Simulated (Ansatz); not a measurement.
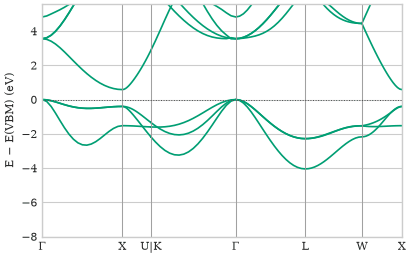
Fig. 1. Band structure from DFT-r²SCAN in the program Ansatz with PAW potentials

Task: Read off the gap and where the band edges lie.

Result: About 0.6 eV (0.58 eV by a search for the band edges); maximum at Γ, minimum at X.

Task: Which of these materials gives this?
A. YN, rock salt
B. TeO2, fluorite
C. BeS, rock salt

Result: A, YN, rock salt

Space group Fm-3m (rock salt). Symmetry was held in the r²SCAN relaxation. The run is not spin-polarised. Spin–orbit coupling is left out wherever it is not named.

Potentials: the later of the program's two PAW sets.
